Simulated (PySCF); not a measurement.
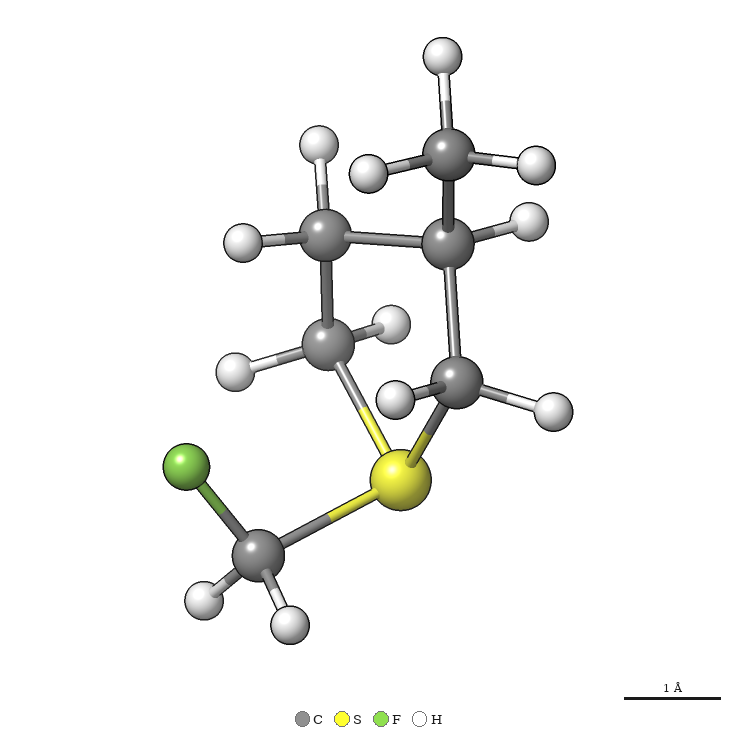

The picture shows a molecular structure as a ball-and-stick model. Every bond is drawn as one stick, whatever its order.

Charge +1, singlet. The geometry was computed by an optimisation with GFN2-xTB. No frequency run is at hand to confirm it as a minimum.

> Give the formula.

C₆H₁₂FS⁺, 20 atoms: 6 carbon, 12 hydrogen, 1 fluorine and 1 sulfur.

> Give a SMILES string for it.

C[C@@H]1CC[S@+](CF)C1

> Describe its rings.

Independent rings (smallest set): 1 of 5 members.

> Which point group does it belong to?

C1.

> Name functional groups in it.

Among them: C–F bond.

The parts below concern this one geometry. Atoms keep their numbers from picture to picture.

Shape

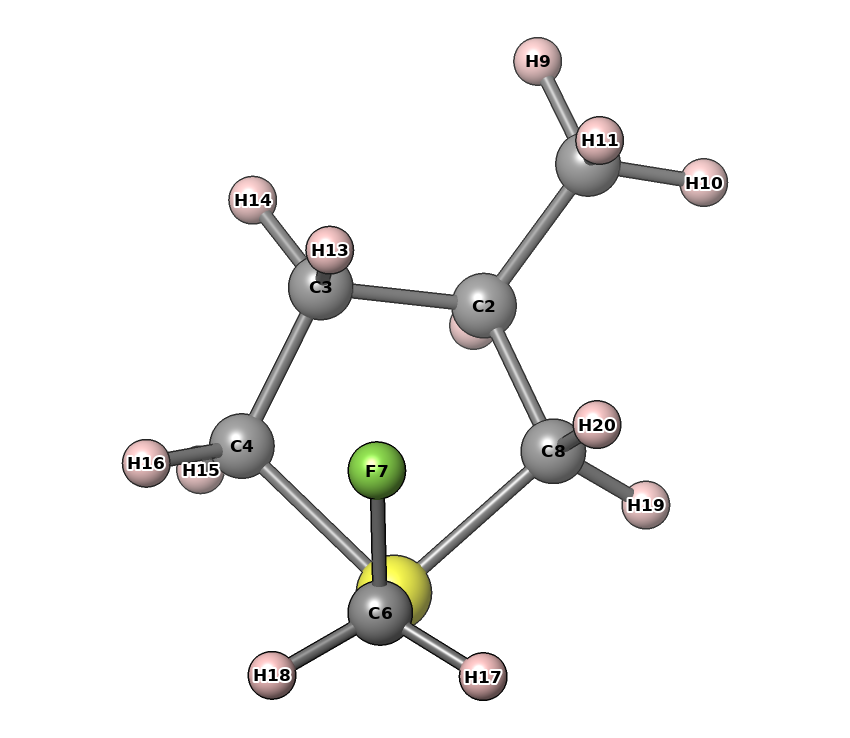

S5 lies behind C6. The molecule seen nearly along the C6–S5 bond, C6 in front. Depth is shown by fading: the farther an atom, the more it takes the colour of the background. No frequency run is at hand to confirm it as a minimum.

> What is the torsion angle F7–C6–S5–C4? The sign is positive where the front bond must turn clockwise to cover the back bond.

−47°, synclinal (gauche).

Ring current

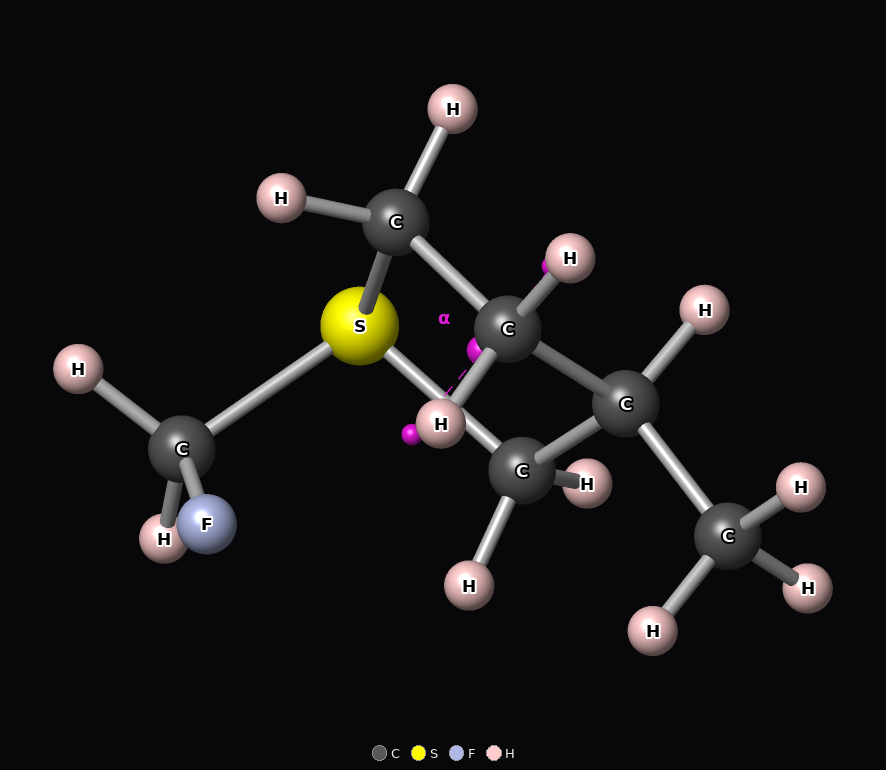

The small points mark where nucleus-independent chemical shifts (NICS) were computed: at the centre of each lettered ring and 1 Å above and below it. No frequency run is at hand to confirm it as a minimum. Method: GIAO PBE0/pcSseg-1 NMR shielding, non-relativistic, gas phase (PySCF 2.14.0).

Give NICS(0), NICS(1) and the out-of-plane component NICS(1)zz for each ring (means of the two sides).

| ring | members | NICS(0) | NICS(1) | NICS(1)zz |
| --- | --- | --- | --- | --- |
| α | C4S | −8.1 | −4.9 | −5.7 |

Values in ppm.

> What do the values say about the ring currents?

Ring α: weak, as in a non-aromatic ring. NICS is one index among several.

Electronic properties

No frequency run is at hand to confirm it as a minimum. Properties computed with PBE0/pcSseg-1, gas phase (PySCF 2.14.0).

What does the calculation give?

- HOMO energy (Kohn–Sham orbital): −13.77 eV
- LUMO energy (Kohn–Sham orbital): −5.02 eV
- HOMO–LUMO gap: 8.75 eV

NMR shielding

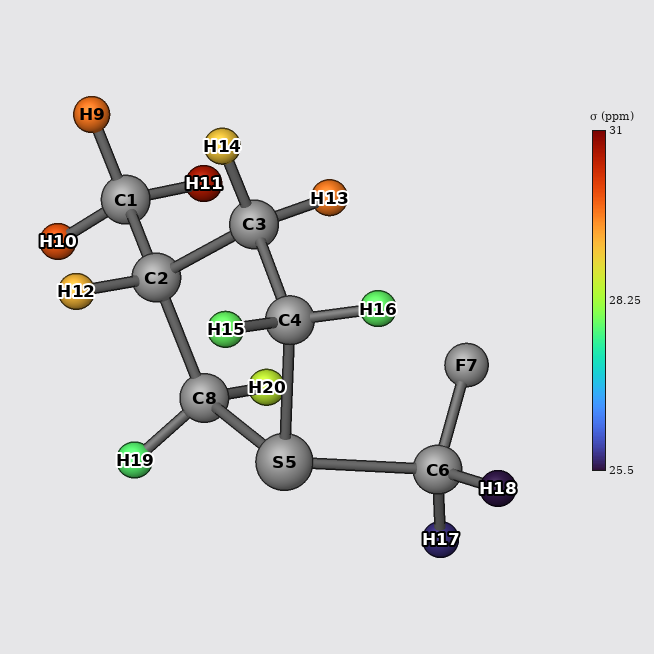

Atoms are coloured by their isotropic NMR shieldings (H only, the others grey). No frequency run is at hand to confirm it as a minimum. Level of theory: GIAO PBE0/pcSseg-1 NMR shielding, non-relativistic, gas phase (PySCF 2.14.0).

> Which H atom is the most shielded (lowest chemical shift)?

H11 (30.59 ppm).

> Which H atom is the least shielded (highest chemical shift)?

H18 (25.55 ppm).

> How wide is the range of H shifts?

5.04 ppm.

Give the isotropic NMR shieldings of the H atoms atom by atom.

| atom | σ (ppm) |
| --- | --- |
| H9 | 29.67 |
| H10 | 29.91 |
| H11 | 30.59 |
| H12 | 29.16 |
| H13 | 29.64 |
| H14 | 29.03 |
| H15 | 27.91 |
| H16 | 27.87 |
| H17 | 25.72 |
| H18 | 25.55 |
| H19 | 27.81 |
| H20 | 28.52 |
